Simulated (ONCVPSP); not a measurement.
Co: pseudopotential generation

Cobalt (Co, Z = 27), core [Ne], reference valence 3s2 3p6 3d7 4s1 (an ion of charge +1), valence charge 17. Computed at this level: ONCV potential, PBE, scalar-relativistic, made with ONCVPSP 4.0.1.

## Input
```
# ATOM AND REFERENCE CONFIGURATION
# atsym  z   nc   nv     iexc    psfile
  Co 27.00    3    4        4      upf
#
#   n    l    f
    1    0    2.00
    2    0    2.00
    2    1    6.00
    3    0    2.00
    3    1    6.00
    3    2    7.00
    4    0    1.00
#
# PSEUDOPOTENTIAL AND OPTIMIZATION
# lmax
    2
#
#   l,   rc,      ep,       ncon, nbas, qcut
    0    1.15    0.00    4    9   10.00
    1    1.20    0.00    5    8   12.70
    2    1.75    0.00    4    9    7.40
#
# LOCAL POTENTIAL
# lloc, lpopt,  rc(5),   dvloc0
    4    5    0.85    0.00
#
# VANDERBILT-KLEINMAN-BYLANDER PROJECTORs
# l, nproj, debl
    0    2    3.50
    1    2    3.10
    2    1    0.80
#
# MODEL CORE CHARGE
# icmod, fcfact, rcfact
    1    0.70    0.00
#
# LOG DERIVATIVE ANALYSIS
# epsh1, epsh2, depsh
   -6.00    5.00    0.04
#
# OUTPUT GRID
# rlmax, drl
    6.00    0.01
#
# TEST CONFIGURATIONS
# ncnf
    4
# nvcnf
#   n    l    f
    4
    3    0    2.00
    3    1    6.00
    3    2    7.00
    4    0    2.00
#
    4
    3    0    2.00
    3    1    6.00
    3    2    7.00
    4    0    0.00
#
    4
    3    0    2.00
    3    1    6.00
    3    2    6.00
    4    0    0.00
#
    4
    3    0    2.00
    3    1    6.00
    3    2    7.00
    4    0    1.50
#
```

Hardware: 1 CPU thread, shared host.

Launched with:
```bash
oncvpsp.x < Co.dat > Co.out
```

## Output (extracts)
```
ONCVPSP  (Optimized Norm-Conservinng Vanderbilt PSeudopotential)
scalar-relativistic version 4.0.1

#   n    l    f        energy (Ha)
    1    0    2.00    -2.7936759E+02
    2    0    2.00    -3.3356916E+01
    2    1    6.00    -2.8614568E+01
    3    0    2.00    -4.0874579E+00
    3    1    6.00    -2.7367660E+00
    3    2    7.00    -6.2324404E-01
    4    0    1.00    -4.6903058E-01

Reference configufation results
  iterations    31
  all-electron total energy (Ha)   -1.39281409D+03

Begin loop to  construct optimized pseudo wave functions
and semi-local pseudopoentials for all angular momenta

Calculating optimized projector #   1

 for l=   0

    Fraction of norm inside rc  0.895684
    Optimizing pswf for qcut=  10.01 a_B^-1,  ecut=  50.12 Ha
    Residual kinetic energy error=  1.50D-05 Ha

    Energy error per electron        Cutoff
         Ha          eV             Ha
         0.01000     0.27211       29.07
         0.00100     0.02721       37.99
         0.00010     0.00272       44.60
         0.00001     0.00027       61.50

Calculating optimized projector #   2

 for l=   0

    Fraction of norm inside rc  0.037993
    Optimizing pswf for qcut=  10.01 a_B^-1,  ecut=  50.12 Ha
    Residual kinetic energy error=  6.31D-06 Ha

    Energy error per electron        Cutoff
         Ha          eV             Ha
         0.01000     0.27211       18.67
         0.00100     0.02721       32.80
         0.00010     0.00272       41.81
         0.00001     0.00027       48.76

   Wellstate for l =  1  n =  5
     eigenvalue =   0.3632
     asymptotic potential =   0.8632
     half-point radius =  5.2907

Calculating optimized projector #   1

 for l=   1

    Fraction of norm inside rc  0.878181
    Optimizing pswf for qcut=  12.70 a_B^-1,  ecut=  80.68 Ha
    Residual kinetic energy error=  6.87D-07 Ha

    Energy error per electron        Cutoff
         Ha          eV             Ha
         0.01000     0.27211       28.22
         0.00100     0.02721       35.35
         0.00010     0.00272       43.68
         0.00001     0.00027       67.57

Calculating optimized projector #   2

 for l=   1

    Fraction of norm inside rc  0.025077
    Optimizing pswf for qcut=  12.70 a_B^-1,  ecut=  80.68 Ha
    Residual kinetic energy error=  9.46D-08 Ha

    Energy error per electron        Cutoff
         Ha          eV             Ha
         0.01000     0.27211       19.60
         0.00100     0.02721       28.31
         0.00010     0.00272       35.62
         0.00001     0.00027       45.05

Calculating optimized projector #   1

 for l=   2

    Fraction of norm inside rc  0.885578
    Optimizing pswf for qcut=   7.40 a_B^-1,  ecut=  27.42 Ha
    Residual kinetic energy error=  5.70D-04 Ha

    Energy error per electron        Cutoff
         Ha          eV             Ha
         0.01000     0.27211       22.48
         0.00100     0.02721       26.63
         0.00010     0.00272       84.85
         0.00001     0.00027      108.72

Construct Vanderbilt / Kleinmman-Bylander projectors

B matrix Hermiticity error, ll=   0
   1   2    4.1461E-04

  Orthonormal projector coefficients  1.7247E+01  2.7102E+00

B matrix Hermiticity error, ll=   1
   1   2   -2.5583E-04

  Orthonormal projector coefficients  6.7075E+00  9.8411E-01

Model core correction analysis
  based on d2Exc/dn_idn_j

d2excae - all-electron derivatives

   -4.327177D-02   -4.005092D-02   -2.913792D-02   -2.336426D-03
   -4.005570D-02   -3.833270D-02   -2.866411D-02   -2.523032D-03
   -2.919270D-02   -2.874066D-02   -2.562755D-02   -3.340933D-03
   -2.526299D-03   -2.843470D-03   -3.984020D-03   -2.470991D-03

d2excps - pseudofunction derivatives with no core correction

   -5.095940D-02   -4.451151D-02   -2.505156D-02   -3.216509D-03
   -4.451742D-02   -4.230312D-02   -2.603995D-02   -2.990719D-03
   -2.510603D-02   -2.611633D-02   -2.749910D-02   -2.791802D-03
   -3.406497D-03   -3.311218D-03   -3.435040D-03   -2.115298D-03

rms 2nd derivative error    3.240942E-03

Polynomial model core charge

d2excps - pseudofunction derivatives with core correction

   -4.215541D-02   -4.070597D-02   -2.494526D-02   -2.458106D-03
   -4.071058D-02   -3.984197D-02   -2.598279D-02   -2.661620D-03
   -2.499966D-02   -2.605911D-02   -2.768119D-02   -2.766564D-03
   -2.647983D-03   -2.982088D-03   -3.409804D-03   -2.051351D-03

rms 2nd derivative error    1.920993E-03

Pseudoatom total energy -138.271180

Diagnostic tests using Vanderbilt-Kleinman-Bylander pseudopotentials
  1 or more projectors used as specified by nproj input data

   l    rcore       rmatch      e in        delta e   norm test  slope test

   0   1.1504842   1.1854154  -4.0874579  -0.0000008   1.0001937   1.0001939
   0   1.1504842   1.1854154  -0.4690306   0.0000098   1.0000683   1.0000581

   1   1.2068812   1.2435247  -2.7367660   0.0000024   1.0001640   1.0001821
   1   1.2068812   1.2435247   0.3632340   0.0000619   1.0003566   1.0003566

   2   1.7592895   1.8127053  -0.6232440  -0.0000026   0.9999954   1.0000032

 Testing for bound ghosts
   n   l    E NL Schr. Eq   E Basis Diag.   E Cutoff

   1   0       -4.087459       -4.087447    264.30
   2   0       -0.469021       -0.248043    264.30

   2   1       -2.736764       -2.736714    208.37

   3   2       -0.623247       -0.622947    111.52

 Testing for highly-localized positive-energy ghosts
       l    <radius>/rc     E Basis Diag.   E Cutoff

Test configuration 0

   n   l     f        eae           eps        diff
   1   0  2.0000 -279.36759378
   2   0  2.0000  -33.35691557
   2   1  6.0000  -28.61456758
   3   0  2.0000   -4.08745788   -4.08745863   -7.52D-07
   3   1  6.0000   -2.73676600   -2.73676357    2.43D-06
   3   2  7.0000   -0.62324404   -0.62324664   -2.61D-06
   4   0  1.0000   -0.46903058   -0.46902076    9.83D-06

    Total energies and differences
      AE_ref= -1.39281409D+03  AE_tst= -1.39281409D+03  dif=  0.00D+00
      PS_ref= -1.38271180D+02  PS_tst= -1.38271180D+02  dif=  1.53D-12
      PSP excitation error= -1.53D-12

Test configuration 1

   n   l     f        eae           eps        diff
   1   0  2.0000 -279.04129361
   2   0  2.0000  -33.03777093
   2   1  6.0000  -28.29482653
   3   0  2.0000   -3.76330270   -3.76160590    1.70D-03
   3   1  6.0000   -2.41210144   -2.41093385    1.17D-03
   3   2  7.0000   -0.30149814   -0.29992209    1.58D-03
   4   0  2.0000   -0.20102196   -0.20117572   -1.54D-04

    Total energies and differences
      AE_ref= -1.39281409D+03  AE_tst= -1.39314596D+03  dif= -3.32D-01
      PS_ref= -1.38271180D+02  PS_tst= -1.38603154D+02  dif= -3.32D-01
      PSP excitation error=  1.06D-04

Test configuration 2

   n   l     f        eae           eps        diff
   1   0  2.0000 -279.74961545
   2   0  2.0000  -33.72818336
   2   1  6.0000  -28.98672406
   3   0  2.0000   -4.46431717   -4.46823500   -3.92D-03
   3   1  6.0000   -3.11384592   -3.11691495   -3.07D-03
   3   2  7.0000   -0.99457889   -0.99763131   -3.05D-03

    Total energies and differences
      AE_ref= -1.39281409D+03  AE_tst= -1.39219723D+03  dif=  6.17D-01
      PS_ref= -1.38271180D+02  PS_tst= -1.37654251D+02  dif=  6.17D-01
      PSP excitation error= -7.32D-05

Test configuration 3

   n   l     f        eae           eps        diff
   1   0  2.0000 -280.48161099
   2   0  2.0000  -34.48219464
   2   1  6.0000  -29.73874515
   3   0  2.0000   -5.17238321   -5.17438551   -2.00D-03
   3   1  6.0000   -3.81319088   -3.81549561   -2.30D-03
   3   2  6.0000   -1.65982375   -1.64883438    1.10D-02

    Total energies and differences
      AE_ref= -1.39281409D+03  AE_tst= -1.39087905D+03  dif=  1.94D+00
      PS_ref= -1.38271180D+02  PS_tst= -1.36338048D+02  dif=  1.93D+00
      PSP excitation error=  1.91D-03

Test configuration 4

   n   l     f        eae           eps        diff
   1   0  2.0000 -279.19677447
   2   0  2.0000  -33.19014787
   2   1  6.0000  -28.44746256
   3   0  2.0000   -3.91803679   -3.91698046    1.06D-03
   3   1  6.0000   -2.56710128   -2.56634764    7.54D-04
   3   2  7.0000   -0.45536925   -0.45444808    9.21D-04
   4   0  1.5000   -0.33034978   -0.33042269   -7.29D-05

    Total energies and differences
      AE_ref= -1.39281409D+03  AE_tst= -1.39301356D+03  dif= -1.99D-01
      PS_ref= -1.38271180D+02  PS_tst= -1.38470689D+02  dif= -2.00D-01
      PSP excitation error=  3.44D-05
```

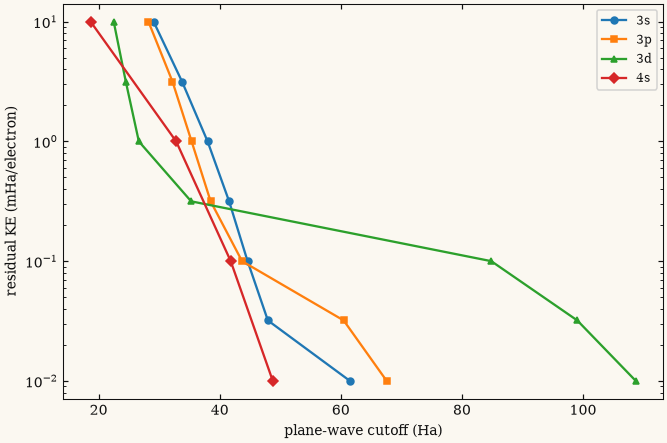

Fig. 1: Residual kinetic energy of the pseudo-waves (the first of each channel, and further valence shells) beyond the plane-wave cutoff, as the generator prints it.

- Cutoffs for the occupied states: 38 Ha for 1 mHa and 85 Ha for 0.1 mHa per electron. The first is set by 3s.
- Cutoffs for 1 mHa per electron: 3s: 38 Ha; 3p: 35 Ha; 4s: 33 Ha; 3d: 27 Ha.

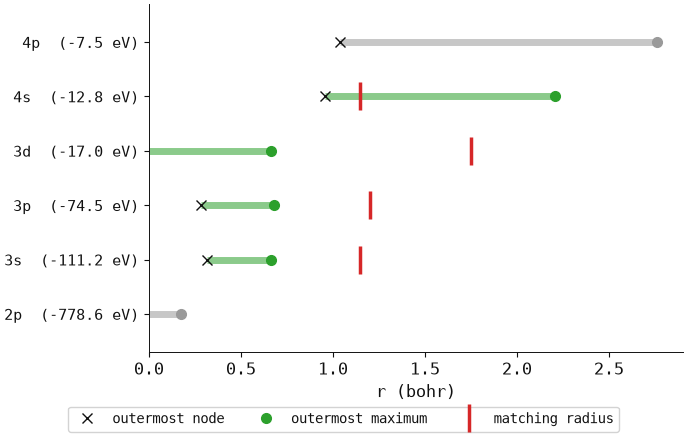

Fig. 2: Outer shells of the all-electron reference atom: each bar runs from the outermost node (or the nucleus) to the outermost maximum of u(r); the tick is the radius chosen for the pseudo-wave. Shells without a tick have no pseudo-wave of their own. Levels, nodes and maxima are from ld1.x, scalar-relativistic.

- Radii against the shells: 3s: 1.15 bohr, outside the maximum; 3p: 1.20 bohr, outside the maximum; 3d: 1.75 bohr, outside the maximum; 4s: 1.15 bohr, between node and maximum.

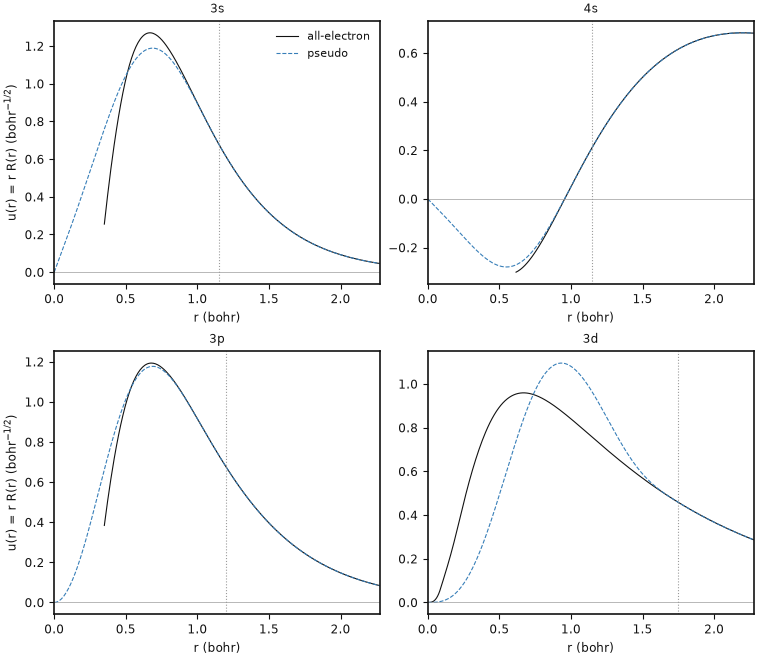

Fig. 3: Pseudo-waves (dashed) against the all-electron radial functions (solid). Dotted lines mark the matching radii. The innermost oscillations of some all-electron curves aren't drawn. Pseudo-waves: 3s has no node; 4s has a node at about 1.0 bohr; 3p has no node; 3d has no node. A node in 4s is expected, since a lower shell of the same l is also in the valence and the two must stay orthogonal.

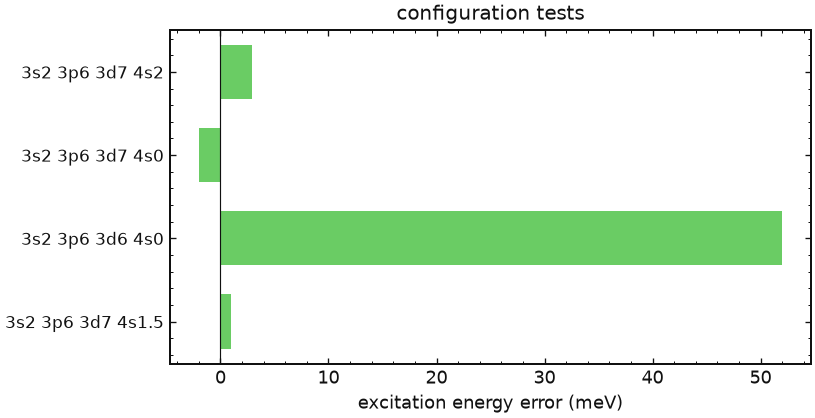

Fig. 4: Errors, all-electron minus pseudo, of the energies of valence configurations relative to the unpolarised reference 3s2 3p6 3d7 4s1.

- Worst configuration: 3s2 3p6 3d6 4s0 (charge +3): the error is +52 meV on an all-electron energy of +52.66 eV relative to the reference, or 0.099 %.
- Configurations within 10 meV and within 50 meV: 3 and 3 of 4.
- Errors in meV: 3s2 3p6 3d7 4s2: +2.9; 3s2 3p6 3d7 4s0: -2.0; 3s2 3p6 3d6 4s0: +52; 3s2 3p6 3d7 4s1.5: +0.9.

## Key numbers

- outcome: generated
- cutoffs needed: 38 Ha and 85 Ha (the cutoffs at which the residual kinetic energy of the hardest occupied pseudo-wave falls to 1 and 0.1 mHa per electron)
- ghost test: no bound ghost flagged; no localised positive-energy state flagged
- largest excitation error: +52 meV (all-electron minus pseudo) for 3s2 3p6 3d6 4s0, out of 4 test configurations
- rms error of d²Exc/dni dnj: 3.24 mHa without and 1.92 mHa with the model core
- range over which the phases arctan(r R′/R) at the test radius agree within 0.05 rad (a looser test near the poles than one of phase shifts): s: over the whole range computed; p: over the whole range computed; d: up to about 0.2 Ha; f: not judged, local potential alone
- wall time: 3 s
